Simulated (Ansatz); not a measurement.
## Electronic structure of CH5AlBNO in real space

Input file:

```
crystal:
  periodic: [false, false, false]
  atoms:
    - { symbol: "N", position_ang: [-1.6609, -1.5057, 0.4308] }
    - { symbol: B, position_ang: [-0.2049, -1.6518, 0.3569] }
    - { symbol: Al, position_ang: [0.9909, -0.1272, -0.3426] }
    - { symbol: C, position_ang: [1.125, 1.8034, -0.2177] }
    - { symbol: O, position_ang: [1.4039, 1.28, -1.4933] }
    - { symbol: H, position_ang: [-1.8921, -0.6078, 1.0152] }
    - { symbol: H, position_ang: [-2.0038, -1.2237, -0.5429] }
    - { symbol: H, position_ang: [0.3169, -2.6518, 0.7037] }
    - { symbol: H, position_ang: [0.0896, 2.3547, -0.2135] }
    - { symbol: H, position_ang: [1.9185, 2.2788, 0.3063] }
basis:
  gaussian: { orbitals: "6-31G*" }
hamiltonian:
  xc: pbe
relax:
  f_tol: 0.02
  max_steps: 50
output:
  orbitals: {}
```

Command:

```sh
ansatz run input.yaml --threads 2 --pin off --max-ram 3072MiB --backend cpu --events-out ev --progress --plain --runs-dir out
```

The fields are those of the run's last geometry, not of the input's.

The calculation used RKS PBE/6-31G* (Ansatz 0.2.0).

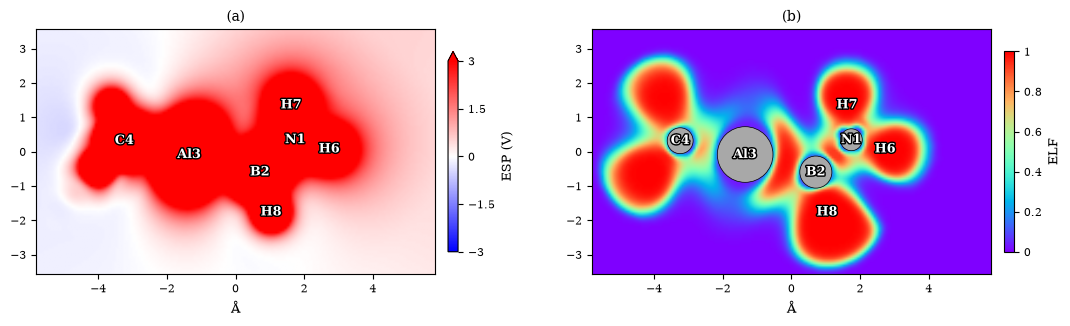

Figure 1. (a) molecular electrostatic potential; (b) ELF on the plane of atoms H6, N1 and H7. Grey discs cover the atomic cores in the ELF map.

Interpret the plot.

Atoms in the plane: N, B, Al, C and H. B–N (1.40 Å): the ELF peaks at about 0.90 between the atoms (a short, strongly polar bond). C–Al (1.94 Å): the ELF peaks at about 0.80 in the valence shell of C, 0.7 Å from its nucleus, and is about 0.55 at the midpoint. Al–B (2.12 Å): the ELF peaks at about 1 between the atoms; localised, covalent bonding. N–H (1.02 Å): the ELF climbs to about 1 towards the hydrogen, as it does in any bond to H; an ordinary covalent bond to hydrogen. Outside the dense part of the molecule the potential is most negative (−0.5 V) near H10, which lies off the plane.

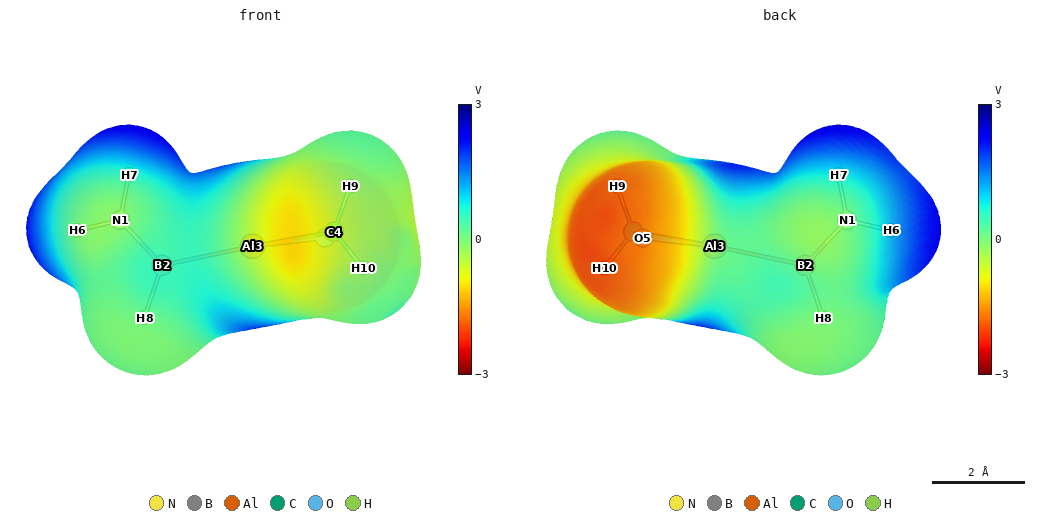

Figure 2. The electrostatic potential painted on the density surface at 0.002 e/bohr³, seen from the front and from behind; red is negative and blue positive.

Which sites attract a positive test charge, and which a negative one?

A positive charge is drawn to the negative regions and a negative charge to the positive ones. The most negative region (about −2.1 V) lies over O5, the most positive (about +2.4 V) over H6 and H7. O5 is the likeliest acceptor of a hydrogen bond.

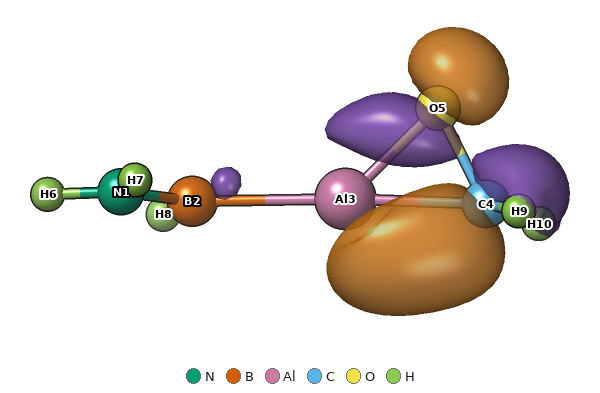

Figure 3. One frontier orbital at ±0.15 Å⁻³ᐟ² (orange and purple are the two phases), seen from one side.

Which orbital is it: HOMO or LUMO?

The HOMO, at −4.48 eV. By Hirshfeld shares it lies mainly on O5 (about 30 %), C4 (about 30 %) and Al3 (about 25 %).

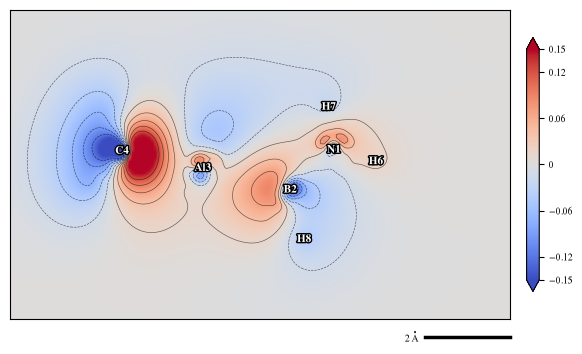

Figure 4. One frontier orbital on the plane of atoms B2, N1 and H6 (values in Å⁻³ᐟ²; the overall sign is arbitrary).

Which orbital is it: HOMO or LUMO?

The LUMO, at −1.86 eV. It lies mainly on B2 (about 40 %), Al3 (about 30 %), N1 (about 15 %) and C4 (about 5 %).
